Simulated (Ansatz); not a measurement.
## Re, pressure series

Base system: Re in the hcp (Mg type) structure (space group P6_3/mmc, No. 194).

```
CELL_PARAMETERS angstrom
      2.75787     0.00000     0.00000
     -1.37894     2.38839     0.00000
      0.00000     0.00000     4.46284
ATOMIC_POSITIONS crystal
  Re 0.33333 0.66667 0.75000
  Re 0.66667 0.33333 0.25000
```

Cell and atoms are relaxed at each pressure.

Level of theory: r2SCAN, PAW, 500 eV (Ansatz, an electronic-structure program; no spin-orbit coupling).

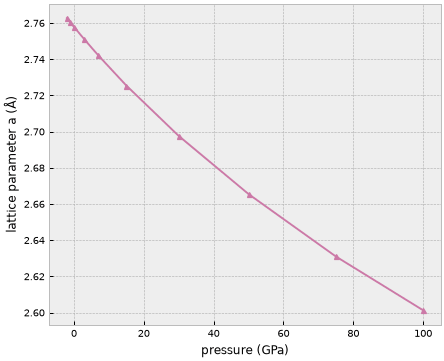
*Lattice parameter a against pressure*

From the plot, what is the lattice parameter a for pressure 50 GPa?

About 2.67 Å.

Is the trend monotonic over the range shown?

Yes, it falls throughout, spanning 2.601 Å to 2.763 Å.

Load acts through the strain it causes; cell and atoms are relaxed under it. No phonon test of stability was made. No other phases were tried under pressure. The final runs are not spin-polarised.
